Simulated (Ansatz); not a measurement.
# CHClGeNO (SMILES O=C=[N][GeH][Cl]): RPA@PBE/def2-SVP

What is the vertical ionisation energy of CHClGeNO at RPA@PBE/def2-SVP? 

The results are computed with Ansatz 0.2.0.

123 further runs of the same task are left out: 123 set aside as unsound or not needed.

## Step 1: The system as given

The species is CHClGeNO (6 atoms), meant as a doublet with charge 0. As SMILES, `O=C=[N][GeH][Cl]`. Geometry: relaxed at PBE0-D4/def2-TZVP. This is one conformer, not always the lowest.

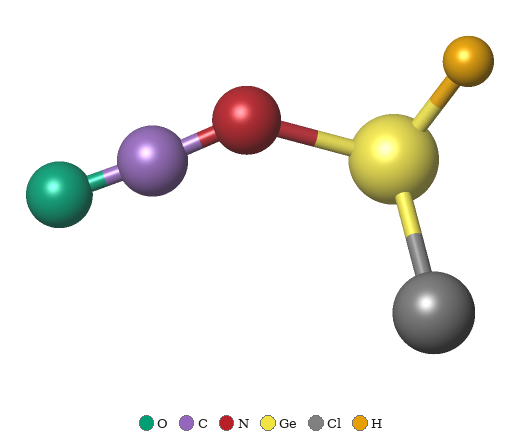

The structure, seen from a chosen angle (oxygen teal, carbon purple, nitrogen red, germanium yellow, chlorine grey, hydrogen amber).

## Step 2: The energy at RPA@PBE/def2-SVP

job.yaml

```yaml
crystal:
  periodic: [false, false, false]
  atoms:
    - {symbol: O, position_ang: [0.024100, -1.617100, -2.245100]}
    - {symbol: C, position_ang: [-0.242900, -1.020000, -1.284700]}
    - {symbol: "N", position_ang: [-0.575200, -0.454300, -0.273000]}
    - {symbol: Ge, position_ang: [-0.153300, 1.067300, 0.651100]}
    - {symbol: Cl, position_ang: [1.946900, 0.976200, 1.132800]}
    - {symbol: H, position_ang: [-0.957700, 0.983900, 1.972700]}
basis:
  gaussian:
    orbitals: def2-SVP
hamiltonian:
  xc: {name: PBE}
magnetization:
  spin_polarized: true
  initial_magnetization: 1
accuracy: high
correlation:
  method: rpa
  frozen_orbitals: {C: 1, Cl: 5, Ge: 9, H: 0, "N": 1, O: 1}
```

Run with:

```bash
$ ansatz run job.yaml --threads 1 --pin off --max-ram 3480MiB --events-out events.jsonl --progress --plain --runs-dir runs
```

What it wrote:

```text
Warning: RAYON_NUM_THREADS=1 ignored (pool sized by the plan → 1); use --threads N
Functional definition: PBE
  name "PBE"
  parameter kappa = 0.804
  parameter beta = 0.06672455060314922
  exchange = pbe_x(kappa = kappa, mu = beta*pi^2/3)
  correlation = pbe_c(beta = beta)
1963 factors; integrals over basis functions are off by at most 4.4e-9 eV
mean field evaluation 1: about -73591.7993 eV, gradient 4.3e1 eV
mean field evaluation 2: about -73591.7932 eV, gradient 4.3e1 eV
mean field evaluation 4: about -73597.5147 eV, gradient 1.3e1 eV
mean field evaluation 8: about -73598.8313 eV, gradient 3.3e-1 eV
mean field evaluation 16: about -73598.8300 eV, gradient 1.1e-3 eV
mean field evaluation 32: about -73579.1702 eV, gradient 2.5e1 eV
mean field -73598.83001826 eV, -2704.7071160923 hartree, gradient 4.9e-8 eV, S^2 0.751502; 2 other end points of the search recorded, 0 dependent functions left out
17 core orbitals not correlated: weight in the atoms' cores, before any rotation towards them, 1.000 or more for the frozen orbitals, at most 0.000 for the correlated occupied ones
reference -73527.04364182 eV, -2702.0690154165 hartree; 19, 18 occupied and 61, 62 virtual orbitals, 1963 factors
Total energy: -73559.54239103 eV, -2703.2633224219 hartree
```

Run time: 24 s. Hardware: 1 thread of Arm Neoverse V1, shared host; peak memory 0.41 GiB.

## Step 3: The singlet cation

input.yaml

```yaml
crystal:
  periodic: [false, false, false]
  atoms:
    - {symbol: O, position_ang: [0.024100, -1.617100, -2.245100]}
    - {symbol: C, position_ang: [-0.242900, -1.020000, -1.284700]}
    - {symbol: "N", position_ang: [-0.575200, -0.454300, -0.273000]}
    - {symbol: Ge, position_ang: [-0.153300, 1.067300, 0.651100]}
    - {symbol: Cl, position_ang: [1.946900, 0.976200, 1.132800]}
    - {symbol: H, position_ang: [-0.957700, 0.983900, 1.972700]}
basis:
  gaussian: {orbitals: def2-SVP}
total_charge: 1
hamiltonian: {xc: {name: PBE}}
correlation: {method: rpa, frozen_orbitals: {C: 1, Cl: 5, Ge: 9, H: 0, "N": 1, O: 1}}
accuracy: high
```

Run with:

```bash
$ ansatz run input.yaml --threads 1 --pin off --max-ram 3480MiB --events-out events.jsonl --progress --plain --runs-dir runs
```

What it wrote, shortened:

```text
Warning: RAYON_NUM_THREADS=1 ignored (pool sized by the plan → 1); use --threads N
[... 2 set-up lines as earlier in the session ...]
[...]
1962 factors; integrals over basis functions are off by at most 4.4e-9 eV
[...]
mean field -73590.16596662 eV, -2704.3887180673 hartree, gradient 5.1e-8 eV, S^2 0.000000; 2 other end points of the search recorded, 0 dependent functions left out
17 core orbitals not correlated: weight in the atoms' cores, before any rotation towards them, 1.000 or more for the frozen orbitals, at most 0.000 for the correlated occupied ones
reference -73517.77561054 eV, -2701.7284215494 hartree; 18, 18 occupied and 62, 62 virtual orbitals, 1962 factors
Total energy: -73550.90201506 eV, -2702.9457944615 hartree
```

Wall time 17 s (1 thread of Arm Neoverse V1, shared host); peak memory 0.36 GiB.

## Step 4: Outcome

At RPA@PBE/def2-SVP, 17 core orbitals frozen:

| quantity | value |
| --- | --- |
| doublet CHClGeNO: total energy | -2703.26332 Eh |
| doublet CHClGeNO: RPA correlation energy (valence) | -1194.3 mEh |
| doublet CHClGeNO: ⟨S²⟩ of the reference determinant | 0.752 |
| singlet cation: total energy | -2702.94579 Eh |
| singlet cation: RPA correlation energy (valence) | -1217.4 mEh |
| vertical ionisation energy (to the singlet cation) | 8.640 eV |

What this shows: Removing an electron at fixed nuclei costs 8.64 eV (199 kcal/mol). Only the singlet of the ionised species was computed; a triplet could lie lower.
